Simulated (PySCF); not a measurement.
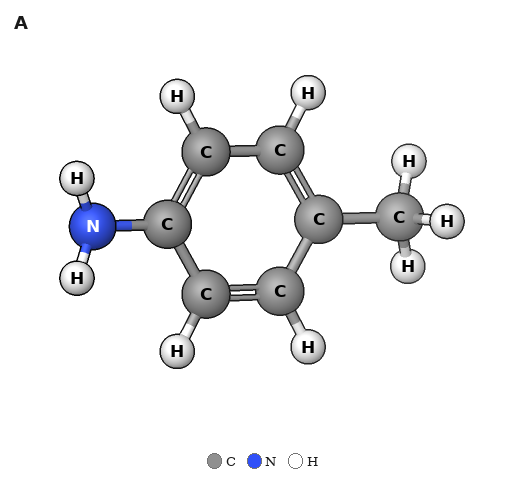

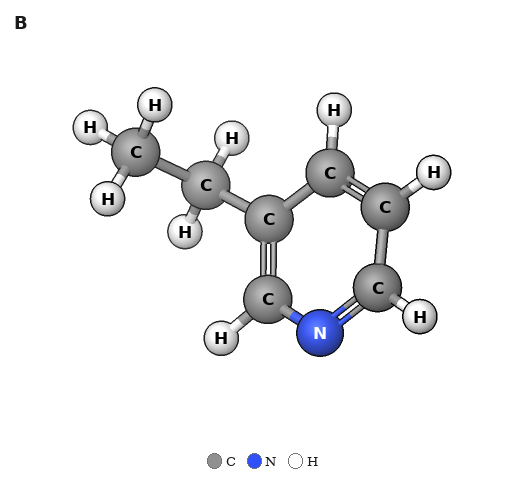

2 stationary structures of one formula. Geometries: PBE0-D3(BJ)/def2-SVP. Electronic energies: PBE0-D3(BJ)/def2-SVP (PySCF 2.14.0), without zero-point energy. No frequency run is at hand to confirm each as a minimum. Each is one conformer, not always the lowest.

### How are they related?

They are constitutional isomers of C7H9N: A `Cc1ccc(N)cc1`, B `CCc1cccnc1`.

### Rank them by energy, lowest first.

A is lowest; B lies 0.326 eV above it.
